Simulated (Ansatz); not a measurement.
Relaxed InSb (zinc blende):

```xyz
2
Lattice="0.0000 3.2596 3.2596 3.2596 0.0000 3.2596 3.2596 3.2596 0.0000" Properties=species:S:1:pos:R:3 pbc="T T T"
Sb     4.8894     4.8894     4.8894
In     0.0000     0.0000     0.0000
```

In each cell atom 1 (Sb, nearest neighbour In at 2.823 Å; its periodic images, 4.6 Å or more away, move with it) moves by s·(0.707, 0.707, 0.000) (along Cartesian [110]), the rest being held.

All values below come from PBEsol (plane waves to 420 eV, PAW, scalar-relativistic; Ansatz, a quantum-chemistry and plane-wave program). k mesh 10×10×10 (Γ-centred), Fermi-Dirac smearing 0.05 eV. The energy includes the smearing's −TS. With partly filled bands, energies and forces of such displacements shift with the k mesh and the smearing. At this level the bands of InSb touch or barely overlap; measurements give the solid a gap. InSb was relaxed with its symmetry unable to fall. Spin-orbit coupling is left out, though Sb is heavy. ΔE is measured from the undisplaced structure.

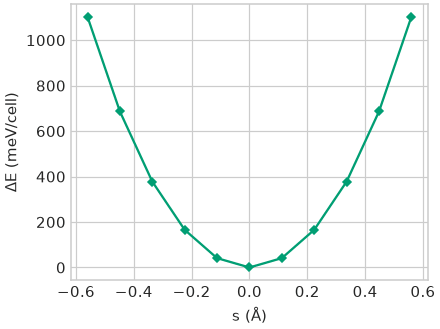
Fig. 1. ΔE (meV/cell) against s (Å); computed points joined by lines.

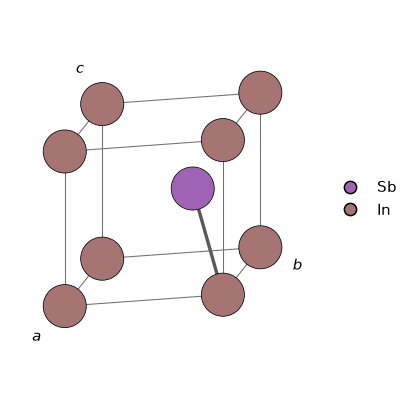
*The cell of the calculation at s = -0.560 Å.*

The energy at s = 0.560 Å comes out as 1103 meV/cell. The force constant k = d²E/ds² at s = 0 (finite differences) is 6.56 eV/Å². Symmetry of the curve: even: the same for both signs. Shape of the curve: a single well with its minimum at or next to zero displacement. Harmonic estimate at the end of the scan: ½ks² = 1028 meV/cell against the computed 1103 meV/cell, so the well is stiffer than harmonic there.

With its periodic images moving along, the atom's site symmetry in this cell is -43m.

(A displaced cell: forces are minus the slopes of the energy, force constants its curvatures, and phonons follow from these.)
